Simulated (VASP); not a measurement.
Band structure of MgB₂ (space group P6/mmm). Calculation: PBE GGA, VASP's PBE PAW potentials (set 64) (plane waves; VASP).

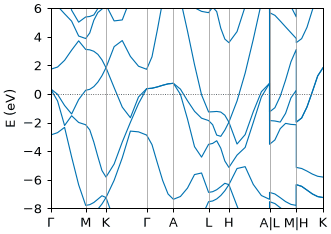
Fig. 1. Bands along high-symmetry lines, zero at the valence-band maximum or, without a gap, the Fermi level

Read the plot: is there a gap, and where are the band edges?

It has no gap at this level: it comes out as a metal or semimetal.

The structure is a typed MgB2 crystal (P6/mmm). The cell was not relaxed at this level.
